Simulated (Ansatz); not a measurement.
# Dielectric function and optical constants of RbS3Br (model structure)

Wanted: where RbS3Br (model structure) starts to absorb, how strongly, and its refractive index. The cell was made here by substitution or stacking, whether or not such a phase is known. It was built so: All Cl replaced by Br and O replaced by S in the R3m structure of RbClO3. The cell given below was relaxed beforehand with Ansatz.

Method: DFT, PBE, plane-wave PAW, default files, scalar-relativistic, independent-particle optical response without local fields, in Ansatz 0.2.0.

### 1. Starting point

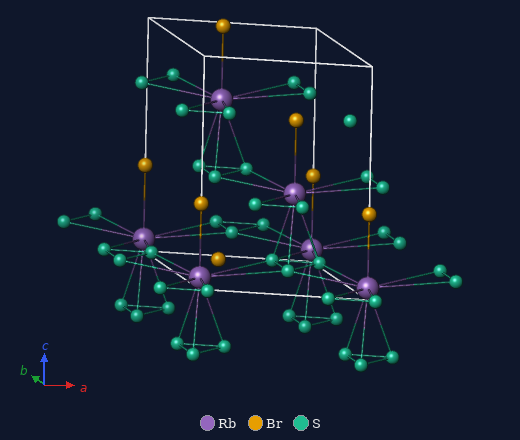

The cell as given, slightly off an axis (rubidium purple, bromine orange, sulfur teal). This picture shows the conventional cell, with its axes. Bonds to atoms that aren't drawn are left out. Some periodic images of atoms are drawn too.

### 2. Ground state and bands

First the ground state: is it a metal or has it a gap?

This step: DFT, PBE, plane-wave PAW, default files, scalar-relativistic, ground state (Ansatz 0.2.0).

input.yaml reads:

```yaml
crystal:
  lattice:
    - [3.7872179866, 2.186551324, 3.5377950238]
    - [-3.7872179866, 2.186551324, 3.5377950238]
    - [0.0, -4.3731026481, 3.5377950238]
  atoms:
    - { symbol: Rb, position: [0.0515165378, 0.0515165378, 0.0515165378] }
    - { symbol: Br, position: [0.3671061139, 0.3671061139, 0.3671061139] }
    - { symbol: S, position: [-0.0651683088, 0.6538228286, 0.6538228286] }
    - { symbol: S, position: [0.6538228286, 0.6538228286, -0.0651683088] }
    - { symbol: S, position: [0.6538228286, -0.0651683088, 0.6538228286] }
kpoints:
  mp_grid: { grid: [4, 4, 4] }
  band_path:
    path:
      - [[0.0, 0.0, 0.0], [0.5, 0.0, 0.0], [0.5, 0.42132785, -0.42132785]]
      - [[0.57867215, 0.5, 0.42132785], [0.5, 0.5, 0.5], [0.0, 0.0, 0.0], [0.46066393, 0.0, -0.46066393]]
      - [[0.53933607, 0.46066393, 0.0], [0.5, 0.5, 0.0], [0.53933607, 0.53933607, 0.42132785], [0.5, 0.5, 0.5]]
      - [[0.5, 0.0, 0.0], [0.57867215, 0.46066393, 0.46066393]]
    npoints: 7
scf:
  occupations: { method: fermi_dirac, width: 0.05 }
  n_extra_bands: 9
hamiltonian:
  xc: pbe
  pseudopotentials: { kind: paw }
output:
  forces: true
  stress: true
  populations: true
  write_bands: true
```

Command:

```
$ ansatz run input.yaml --threads 2 --pin off --max-ram 5120MiB --backend cpu --events-out ev --progress --plain --runs-dir out
```

Numbers of over 12 decimals in the logs are rounded to 6 here.

Output:

```text
scf.n_extra_bands = 9 over 17 filled bands (N_el = 34.0): the run solves 26 bands
Engine: ansatz 0.2.0, aarch64-unknown-linux-gnu
Pseudopotentials: kind: paw
Pseudopotential: Rb, paw, valence charge 9, recommended cutoff 420 eV (normal), Rb.paw.azcp
Pseudopotential: Br, paw, valence charge 7, recommended cutoff 420 eV (normal), Br.paw.azcp
Pseudopotential: S, paw, valence charge 6, recommended cutoff 420 eV (normal), S.paw.azcp
Functional definition: PBE
  parameter kappa = 0.804
  parameter beta = 0.066725
  exchange = pbe_x(kappa = kappa, mu = beta*pi^2/3)
  correlation = pbe_c(beta = beta)
Crystal: 5 atoms, lattice volume = 175.778 Å³
Basis set: ecut = 420 eV, 3431 PW (Γ), exchange–correlation on 80×80×80 points (8 copies of the dense FFT grid, shifted against one another)
Bands: 26, of which v1, the nominal top of the filled ones, is band 17 counted from 1 (16 counted from 0)
Symmetry: 6 space group operations
Space group: R3m (ITA 160), of the structure as read, at distance tolerance 5.6e-5 Å
k-points: 13 of 64 (time reversal used)
Non-local potential: Rb, projectors of the file, l = 0: 3, l = 1: 2, l = 2: 2
Non-local potential: Br, projectors of the file, l = 0: 2, l = 1: 2, l = 2: 2
Non-local potential: S, projectors of the file, l = 0: 2, l = 1: 2, l = 2: 2
PAW form: soft (Blöchl's): semilocal exchange-correlation on the pseudo side does not see the compensation charge
PAW one-centre angular grid: Rb, 110 points (default); XC on 64 Gauss nodes
PAW one-centre angular grid: Br, 110 points (default); XC on 64 Gauss nodes
PAW one-centre angular grid: S, 110 points (default); XC on 64 Gauss nodes
Initial density: superposition of atomic densities (neutral atoms: chi_scale 0, normalization atom), corrected by the library's trained network
Initial wavefunctions: pseudopotential atomic-orbital guess
Functional: x = pbe(κ = 0.804, μ = 0.219515), c = pbe(β = 0.066725)
SCF iter   1: F=—  HF=-8758.257960 eV  |F-HF|=—  |Δ(HF+E_count)|=         —  Δρ=4.21e-3  dr2=3.20e-2  ethr=1.77e-3  ⟨swp⟩=6.8  Hψ=1925  notcnv=0  defer=6
preconditioner: auto → Resta (q_TF=auto, 2.075 Å⁻¹)  ε∞=3.0  [insulator: Δε(μ)=1.542 eV  Ē_g=10.858 eV  σ=0.050 eV  W_gap=1.00  n_scr=26 (ndim 8)  ℏωp=15.3 eV  f_vac=0.063  D(μ)=0.00/eV (n_scr^D=0)  ε∞_Penn≈3.0]
SCF iter   2: F=—  HF=-8758.249276 eV  |F-HF|=—  |Δ(HF+E_count)|=   8.68e-3  Δρ=1.95e-3  dr2=7.36e-3  ethr=9.42e-5  ⟨swp⟩=2.0  Hψ=548  notcnv=0  defer=21
SCF iter   3: F=—  HF=-8758.248367 eV  |F-HF|=—  |Δ(HF+E_count)|=   9.10e-4  Δρ=3.14e-4  dr2=2.00e-4  ethr=2.16e-5  ⟨swp⟩=2.0  Hψ=512  notcnv=0  defer=21
SCF iter   4: F=—  HF=-8758.248443 eV  |F-HF|=—  |Δ(HF+E_count)|=   7.66e-5  Δρ=1.07e-4  dr2=2.90e-5  ethr=5.89e-7  ⟨swp⟩=2.2  Hψ=496  notcnv=0  defer=21
SCF iter   5: F=—  HF=-8758.248522 eV  |F-HF|=—  |Δ(HF+E_count)|=   7.92e-5  Δρ=2.76e-5  dr2=1.53e-6  ethr=8.53e-8  ⟨swp⟩=2.0  Hψ=428  notcnv=0  defer=21
SCF iter   6: F=—  HF=-8758.248525 eV  |F-HF|=—  |Δ(HF+E_count)|=   2.34e-6  Δρ=6.64e-6  dr2=1.02e-7  ethr=4.49e-9  ⟨swp⟩=2.0  Hψ=486  notcnv=0  defer=21
SCF iter   7: F=-8758.248525 eV  HF=-8758.248525 eV  |F-HF|=2.97e-9  |Δ(HF+E_count)|=   1.06e-7  Δρ=1.68e-6  dr2=1.10e-8  ethr=2.94e-10  ⟨swp⟩=11.1  Hψ=1856  notcnv=0
SCF 1 converged in 7 iterations: F = -8758.248525 eV  dr2 = 1.10e-8
  greatest PAW one-centre occupation: 0.973 electrons in one spin orbital (limit 2), on the Rb atom at site 0 (counted from 0), in its partial waves of l = 0
NSCF: frozen V_eff on 67 k-points
SCF converged after 7 iterations
Free energy (F): -8758.248525 eV
Harris-Foulkes:  -8758.248525 eV  (|F-HF|=2.97e-9)
Internal energy: -8758.248525 eV  (E = F + TS)
E sigma→0 (E₀):  -8758.248525 eV
Entropy (-TS):   -0.000000 eV (-0.000 meV/atom)
Fermi energy:    2.639553 eV
--- Per-component energies (eV) ---
  E_band       = -193.200716
  E_kinetic    = 640.808587
  E_local      = -1443.075207  (includes V_loc(G=0)·N_el)
  E_nonlocal   = 330.409611
  E_hartree    = 420.412921
  E_xc         = -683.585114
  E_vxc        = -498.766180  (∫ρ·V_xc dr)
  E_paw        = -6665.249622  (= ΣΔE_a)
  E_vpaw       = -63.404887  (= ΣTr[D̂ρ^β])
  E_aug_tail   = 0.000004  (compensation charges beyond the density's cutoff)
  E_ewald      = -1357.969704
  E_smearing   = -0.000000  (= −TS)
  E_closure    = 0.000000  (closes the sum)
  Σ components = -8758.248525   (vs F -8758.248525, Δ=0.00e0)
--- Forces (eV/Å), atoms counted from 1 ---
  atom   1  Rb     0.00000000    -0.00000000     0.00027715
  atom   2  Br     0.00000000    -0.00000000     0.00032276
  atom   3  S     -0.00119271    -0.00068861    -0.00018317
  atom   4  S     -0.00000000     0.00137722    -0.00018317
  atom   5  S      0.00119271    -0.00068861    -0.00018317
  max |Σ_I F_I| component: 5.04e-5 eV/Å
--- Stress (GPa, compression-positive) ---
        0.002729      -0.000000      -0.000000
       -0.000000       0.002729      -0.000000
       -0.000000      -0.000000       0.004134
  P = ⅓ Tr σ = 0.0032 GPa (0.032 kbar)
--- Band table (eV; the first three rows and the last of 13) ---
  k-point 0: bands = [... 13 lower, 0.9939, 1.0770, 1.3669, 1.3669, 3.4407, 4.8382, 4.8382, 5.9960, ... 5 higher]
  k-point 1: bands = [... 13 lower, 0.9655, 1.0768, 1.3771, 1.5813, 3.4352, 4.4608, 4.9000, 6.6584, ... 5 higher]
  k-point 2: bands = [... 13 lower, 0.9126, 1.1188, 1.3571, 1.7779, 3.4138, 4.2770, 4.9963, 7.1727, ... 5 higher]
  k-point 12: bands = [... 13 lower, 0.9911, 1.0014, 1.8716, 1.8716, 3.6824, 4.5208, 4.5208, 7.2435, ... 5 higher]
--- Löwdin populations: 5 sites ---
  site symbol       q [e]
     0     Rb      8.2420
     1     Br      7.5604
     2      S      5.9611
     3      S      5.9611
     4      S      5.9611
  spilling = 0.009246 (of n_electrons = 34.000000)
```

It took 13 s on 2 threads of Arm Neoverse V1, shared host; peak memory 0.45 GiB.

Reading the cycles: dr2 is the Hartree energy of the density residual (eV), the measure of convergence; HF is the Harris–Foulkes estimate of the energy, which meets the free energy F at convergence.

This step gave:

```
free energy                  : -8758.2485 eV
Fermi energy                 : 2.640 eV
gap by band count            : 1.542 eV
electrons                    : 34
symmetry operations          : 6
pressure                     : 0.003197 GPa
volume                       : 175.8 Å³
gap on the path              : 1.542 eV
least direct gap on the path : 1.636 eV
```

There is a gap, 1.54 eV on the path, so no carriers' term is needed. The cell is left with a pressure of 0.0 GPa after its relaxation.

Electronic bands along the path, in eV, zero at the Fermi level; v1 is the highest filled band, c1 the lowest empty one:

```
    point     v4     v3     v2     v1    c1    c2    c3    c4
        Γ  -1.65  -1.56  -1.27  -1.27  0.80  2.20  2.20  3.36
        L  -1.73  -1.52  -1.28  -0.86  0.77  1.64  2.36  4.53
       B1  -1.68  -1.61  -0.78  -0.78  1.02  1.87  1.96  4.72
jump to B  -1.68  -1.61  -0.78  -0.78  1.02  1.87  1.96  4.72
        Z  -1.65  -1.64  -0.77  -0.77  1.04  1.88  1.88  4.60
        Γ  -1.65  -1.56  -1.27  -1.27  0.80  2.20  2.20  3.36
        X  -1.84  -1.51  -1.01  -0.81  0.91  1.98  2.34  4.90
jump to Q  -1.84  -1.51  -1.01  -0.81  0.91  1.98  2.34  4.90
        F  -1.85  -1.52  -1.01  -0.81  0.91  1.98  2.35  4.90
       P1  -1.68  -1.61  -0.78  -0.78  1.02  1.87  1.94  4.70
        Z  -1.65  -1.64  -0.77  -0.77  1.04  1.88  1.88  4.60
jump to L  -1.73  -1.52  -1.28  -0.86  0.77  1.64  2.36  4.53
        P  -1.68  -1.61  -0.78  -0.78  1.02  1.87  1.94  4.70
```

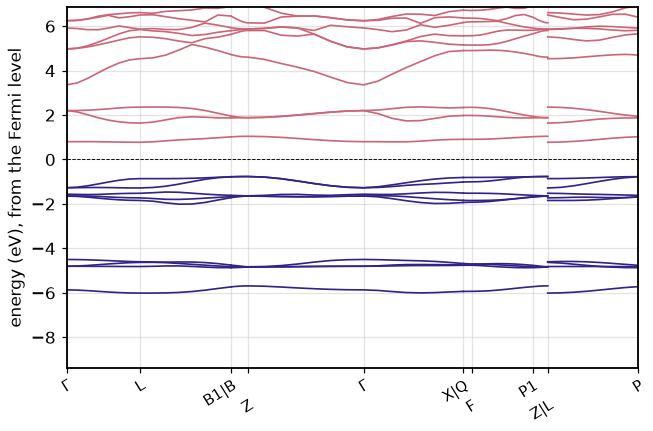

Electronic bands along the path; lines of filled and empty bands in two colours.

### 3. Spectrum

The spectrum is a sum over vertical transitions between filled and empty bands at the fixed density, so many empty bands are needed.

This step: DFT, PBE, plane-wave PAW, default files, scalar-relativistic, independent-particle optical response without local fields (Ansatz 0.2.0).

input.yaml, the sections that differ from step 2:

```yaml
kpoints:
  mp_grid: { grid: [4, 4, 4] }
scf:
  occupations: { method: fixed }
output:
  optics:
    e_range: [0, 30]
    de: 0.05
    sigma: 0.1
    nscf_kmesh: { grid: [5, 5, 5] }
    bands: auto
# crystal, hamiltonian: as in step 2
```

Output:

```text
[...]
Crystal: 5 atoms, lattice volume = 175.778 Å³
Basis set: ecut = 420 eV, 3431 PW (Γ)
Bands: 22, of which v1, the nominal top of the filled ones, is band 17 counted from 1 (16 counted from 0)
Symmetry: 6 space group operations
[...]
k-points: 13 of 64 (time reversal used)
[...]
SCF iter   1: F=—  HF=-8758.258657 eV  |F-HF|=—  |Δ(HF+E_count)|=         —  Δρ=4.22e-3  dr2=3.27e-2  ethr=1.77e-3  ⟨swp⟩=5.0  Hψ=1290  notcnv=0  defer=34
[...]
SCF iter  10: F=-8758.248836 eV  HF=-8758.248836 eV  |F-HF|=5.46e-12  |Δ(HF+E_count)|=  2.18e-11  Δρ=1.68e-8  dr2=9.79e-13  ethr=1.00e-12  ⟨swp⟩=11.2  Hψ=1263  notcnv=0
SCF 1 converged in 10 iterations: F = -8758.248836 eV  dr2 = 9.79e-13
[...]
NSCF: frozen V_eff on 19 k-points
[...]
output.optics: what the bands over the 89 summed would add to eps1, eps2 and the energy-loss function is held between a lower and an upper bound (8 Lanczos steps). eps1, eps2 and their loss function (loss_summed_bands) are given on every row as the summed bands alone make them. Along an axis, on a row where the two bounds hold the loss function to about 1 % of the greater of itself and 0.5 % of |1/eps|, its cell (loss_completed) is given, with the completed eps1 and eps2 that it is formed of (a cell that is left empty reads nan in the table and null in the record). The two bounds hold it so along every axis on 507 of the 558 rows up to 27.850 eV; [rest of the remark cut]
SCF converged after 10 iterations
Free energy (F): -8758.248836 eV
[...]
Internal energy: -8758.248836 eV  (E = F + TS)
E sigma→0 (E₀):  -8758.248836 eV
Fermi energy:    1.871558 eV
[...]
--- Band table (eV; the first three rows and the last of 13) ---
  k-point 0: bands = [... 13 lower, 0.9939, 1.0771, 1.3669, 1.3669, 3.4407, 4.8381, 4.8381, 5.9959, ... 1 higher]
  k-point 1: bands = [... 13 lower, 0.9655, 1.0768, 1.3771, 1.5813, 3.4352, 4.4608, 4.8999, 6.6583, ... 1 higher]
  k-point 2: bands = [... 13 lower, 0.9126, 1.1188, 1.3570, 1.7779, 3.4137, 4.2770, 4.9963, 7.1727, ... 1 higher]
  k-point 12: bands = [... 13 lower, 0.9911, 1.0014, 1.8716, 1.8716, 3.6824, 4.5207, 4.5207, 7.2435, ... 1 higher]
```

It took 86 s on 2 threads; peak memory 0.99 GiB.

Numbers from this step:

* electronic dielectric constant ε∞, mean over x, y and z (by symmetry where fewer were run): 4.673
* absorption onset, first axis (α over 10⁴ cm⁻¹, or the direct gap if that lies higher): 1.693 eV
* main peak of Im epsilon, first axis: 5.602 eV
* centre of weight of the strongest loss peak in the window: 20.19 eV
* photocurrent from vertical transitions in a film 500 nm thick on a perfect mirror (two passes), AM1.5G, no front reflection, all carriers collected: 21.52 mA/cm²
* least direct gap on the mesh: 1.679 eV
* bands summed: 89
* spectra valid up to: 27.89 eV
* program's estimate of the k-sum error in Im epsilon: 0.13 %
* electrons in the f-sum: 29.91

The Im ε has structure finer than the step of the table below, so its rows give means over 1 eV, whole bins alone (the curve runs from 0 to 25.3 eV). Peaks (eV: height): E ∥ x or y 3.4: 11.5, 5.6: 14.7, 6.6: 6.57, 7.8: 8.79, 8.3: 5.82, 9.3: 3.56; E ∥ z 3.5: 0.927, 7.0: 6.76, 7.6: 4.40, 9.2: 3.19, 10.6: 3.56, 18.4: 1.51.

Table of Im ε by photon energy; means over each step:

```csv
photon energy (eV),E ∥ x or y,E ∥ z
1,1.1e-4,1.8e-5
2,1.21,0.0786
3,5.42,0.416
4,5.01,0.401
5,1.04,0.116
6,4.94,1.31
7,4.13,4.08
8,4.90,2.61
9,2.42,2.45
10,2.00,2.45
11,1.63,2.94
12,1.12,2.21
13,1.18,1.90
14,0.769,1.72
15,0.605,1.15
16,0.886,0.978
17,1.28,1.18
18,1.12,1.15
19,0.675,0.810
20,0.398,0.591
21,0.277,0.403
22,0.276,0.281
23,0.254,0.194
24,0.194,0.176
```

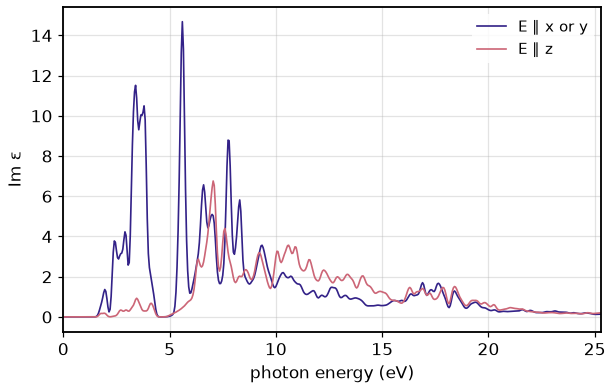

Im ε, plotted against photon energy.

The Re ε by photon energy:

```csv
photon energy (eV),E ∥ x or y,E ∥ z
0,5.52,2.97
2,6.82,3.03
4,-3.55,3.34
6,1.33,5.18
8,-1.12,1.00
10,0.0252,2.76
12,0.0449,0.584
14,0.0417,0.439
16,0.757,0.748
18,-0.350,-0.192
20,0.0177,-0.0496
22,0.316,0.200
24,0.429,0.442
```

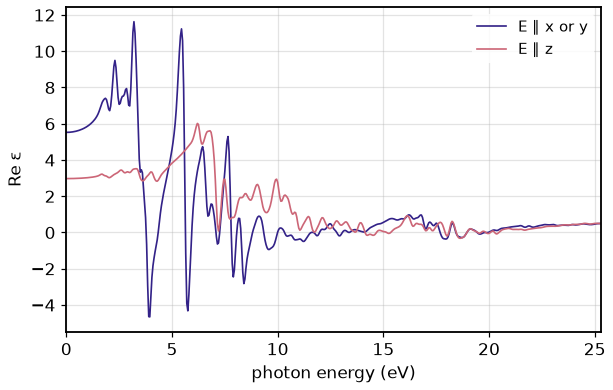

Re ε against photon energy.

Values under 1 per cm are given as 1. Table of absorption coefficient by photon energy:

```csv
photon energy (eV),E ∥ x or y (1/cm),E ∥ z (1/cm)
0,1,1
2,49027,8530
4,8.3e5,46814
6,2.9e5,1.1e5
8,1.2e6,6.3e5
10,8.7e5,8.2e5
12,8.2e5,9.8e5
14,9.0e5,1.3e6
16,6.6e5,6.4e5
18,1.4e6,1.5e6
20,8.3e5,1.1e6
22,5.8e5,5.7e5
24,3.7e5,3.2e5
```

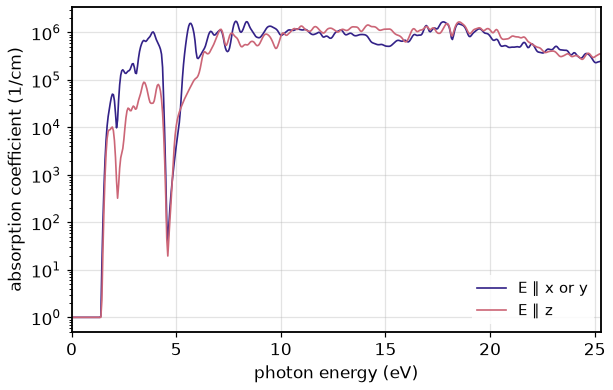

Absorption coefficient against photon energy.

The reflectivity at normal incidence has structure finer than the step of the table below, so its rows give means over 1 eV, whole bins alone (the curve runs from 0 to 25.3 eV). Peaks (eV: height): E ∥ x or y 4.0: 58.3, 5.8: 54.0, 7.2: 31.6, 7.9: 44.9, 8.4: 50.6, 9.6: 32.7, 18.8: 29.8; E ∥ z 7.1: 31.0, 7.7: 23.2, 11.0: 23.3, 11.7: 21.5, 18.1: 21.9, 18.8: 26.8, 20.4: 25.3.

Reflectivity at normal incidence against photon energy; means over each step:

```
photon energy (eV)  E ∥ x or y (%)  E ∥ z (%)
                 1            17.4       7.30
                 2            22.3       7.86
                 3            28.9       8.97
                 4            37.3       7.61
                 5            15.2       10.4
                 6            27.9       16.0
                 7            23.6       22.2
                 8            33.8       14.6
                 9            24.2       13.3
                10            24.3       13.1
                11            24.3       19.0
                12            15.5       17.1
                13            16.6       14.9
                14            13.9       17.8
                15            4.80       16.9
                16            4.82       8.54
                17            9.73       12.4
                18            18.4       13.0
                19            20.0       19.2
                20            19.7       19.3
                21            8.91       13.2
                22            7.32       12.6
                23            5.13       6.85
                24            4.72       4.38
```

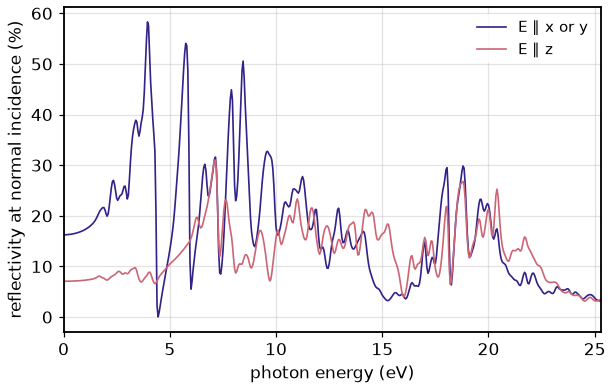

Reflectivity at normal incidence against photon energy.

Table of refractive index n and extinction k by photon energy:

```csv
photon energy (eV),"n, E ∥ x or y","k, E ∥ x or y","n, E ∥ z","k, E ∥ z"
0,2.35,0,1.72,0
2,2.62,0.242,1.74,0.0421
4,0.773,2.04,1.83,0.115
6,1.25,0.479,2.28,0.187
8,1.07,1.51,1.27,0.773
10,0.877,0.862,1.85,0.812
12,0.704,0.671,1.11,0.806
14,0.664,0.632,1.10,0.882
16,0.961,0.410,0.951,0.395
18,0.518,0.787,0.688,0.816
20,0.432,0.412,0.509,0.556
22,0.618,0.258,0.514,0.254
24,0.673,0.154,0.677,0.131
```

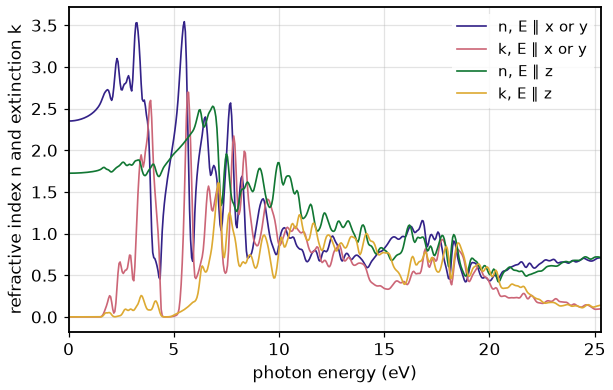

Refractive index n and extinction k against photon energy.

At chosen wavelengths:

```csv
wavelength (nm),n xy,k xy,R (%) xy,1/α xy,n z,k z,R (%) z,1/α z
1550,2.39,0.000,16.9,over 1 mm,1.73,0.000,7.2,over 1 mm
1064,2.45,0.000,17.7,over 1 mm,1.74,0.000,7.4,over 1 mm
800,2.58,0.003,19.5,18 µm,1.77,0.001,7.8,52 µm
633,2.67,0.252,21.0,200 nm,1.75,0.050,7.5,1.0 µm
532,3.08,0.454,26.9,93 nm,1.80,0.008,8.2,5.1 µm
450,2.82,0.565,24.4,63 nm,1.82,0.088,8.5,408 nm
193,2.33,0.878,21.4,17 nm,2.28,0.577,17.8,27 nm
```

Rows near the edge hang on the gap, which this functional as a rule makes too small, and phonon-assisted absorption is left out.

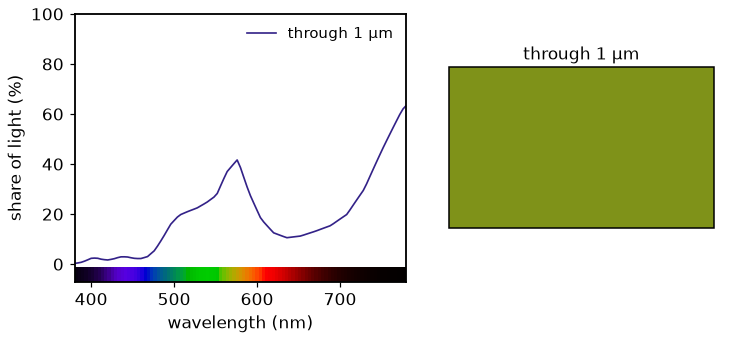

Light through 1 µm across the visible range, with the colour that it makes of daylight (sRGB).

A film 1 µm thick would pass 25 % of daylight and look yellow-green in transmission (x = 0.391, y = 0.512). A larger true gap would move the edge to shorter wavelengths and change the colour.

At 1064 nm the birefringence n(z) − n(x) is -0.707: the crystal is uniaxial negative at this level.

The f-sum over the summed bands holds 29.9 of the cell's 34 electrons outside the frozen cores, 6 of which lie in bands more than 12 eV below the Fermi level, whose transitions come at higher energies. Up to 25 eV the strength has a mean oscillator energy of 7.0 eV, well above the main peak, so higher transitions carry much of it.

[end of part 1 of 2]

[Logs are printed without paths, hosts, clocks, repeated set-up lines and the standing remarks that a program may print on its own settings, such as how far it seeks lower states.]

[Hosts, paths, dates, database ids (printed as entryN), source tags and the programs' standing remarks are cut or masked in the printed files.]
